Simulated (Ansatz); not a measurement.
ZrRuP: pressure series

The reference is ZrRuP (space group Pnma, No. 62; a cell from a computed database, its experimental status unchecked).

```
CELL_PARAMETERS angstrom
      6.39979     0.00000     0.00000
      0.00000     3.85156     0.00000
      0.00000     0.00000     7.28137
ATOMIC_POSITIONS crystal
  Zr 0.52134 0.75000 0.31889
  Zr 0.47866 0.25000 0.68111
  Zr 0.97866 0.25000 0.81889
  Zr 0.02134 0.75000 0.18111
  P  0.72432 0.25000 0.12140
  P  0.27568 0.75000 0.87860
  P  0.77568 0.75000 0.62140
  P  0.22432 0.25000 0.37860
  Ru 0.34989 0.25000 0.06068
  Ru 0.65011 0.75000 0.93932
  Ru 0.15011 0.75000 0.56068
  Ru 0.84989 0.25000 0.43932
```

Cell and atoms are relaxed at each pressure.

Computed with Kohn–Sham DFT with the PBEsol functional, run in Ansatz (a first-principles code) with PAW and 420 eV plane waves, without spin-orbit coupling.

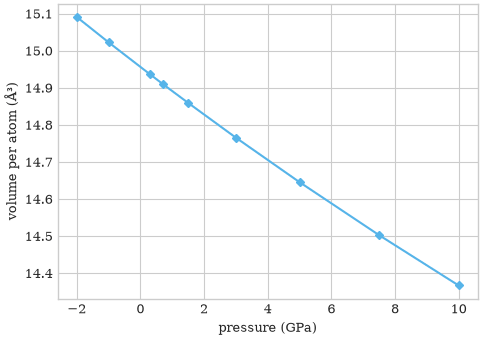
Figure. Volume against pressure

**Question.** Estimate the zero-pressure bulk modulus from the plot.

**Answer.** About 230 GPa; a third-order Birch–Murnaghan fit to the points gives V₀ = 14.96 Å³/atom, B₀ = 227 GPa and B₀′ = 4.5.

Load acts through the strain it causes; cell and atoms are relaxed under it. Whether these cells are dynamically stable was not tested. No other phases were tried under pressure. The final runs are not spin-polarised.
